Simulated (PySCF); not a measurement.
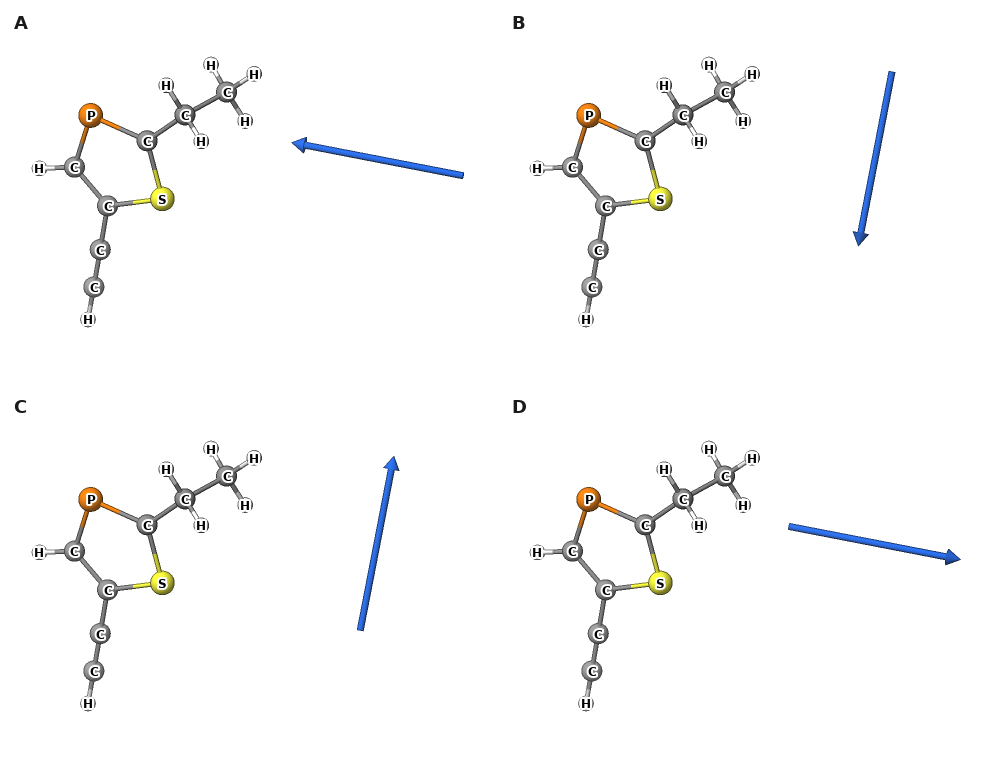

The same molecule four times, each with an arrow. The geometry was computed by an optimisation with GFN2-xTB. No frequency run is at hand to confirm it as a minimum. Method: B3LYP/def2-SVPD, gas phase (PySCF 2.14.0).

> Which arrow points along the dipole moment, from the negative to the positive end?

D. The dipole moment is 0.92 D.

The geometry is semi-empirical. Around P such bond lengths and angles can be off by a tenth of an ångström or more and by several degrees, and values that hang on the shape move with them.
